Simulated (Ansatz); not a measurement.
Given this structure, the end point of a relaxation with Ansatz, DFT, PAW plane waves, pbe; the starting structure was generated, so it need not be a known form of this composition, written in its standard cell:

```
V Lu Ge
1.0
     3.94343    0.00000    0.00000
    -1.97171    3.41511    0.00000
     0.00000    0.00000    7.04262
V Lu Ge
2 1 2
Direct
  0.33333 0.66667 0.60998
  0.66667 0.33333 0.39002
  0.00000 0.00000 0.00000
  0.33333 0.66667 0.24679
  0.66667 0.33333 0.75321
```

Predict the [101] zone-axis pattern (100 kV, kinematic, B = 0.5 Å²).

The spots form a centred rectangular net whose two shortest vectors correspond to d = 3.42 Å and 3.07 Å, 63.3° apart. They are 0 1 0 (weak) and 1 0 -1. The pattern has symmetry 2. Reflections such as 2 -1 -2, 0 2 0 are allowed but too weak to see at this display level.

Strongest reflections with d > 0.96 Å, one of each family (|F|² from tabulated Gaussian fits of the electron scattering factors, times a small damping for the curvature of the Ewald sphere):

```tsv
hkl	d (Å)	I (strongest = 100)
1 0 -1	3.073	100
2 -2 -2	1.536	50
0 3 0	1.138	42
1 -1 -1	3.073	31
2 1 -2	1.212	29
3 -2 -3	1.131	27
```

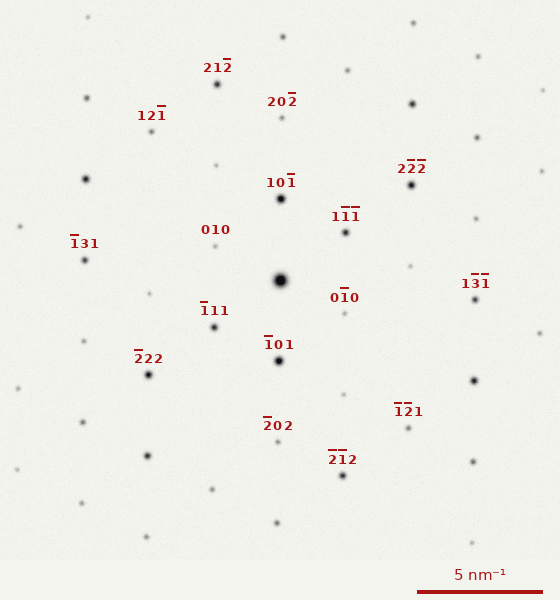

Calculated pattern, seen from the source side with [101] pointing towards the source.
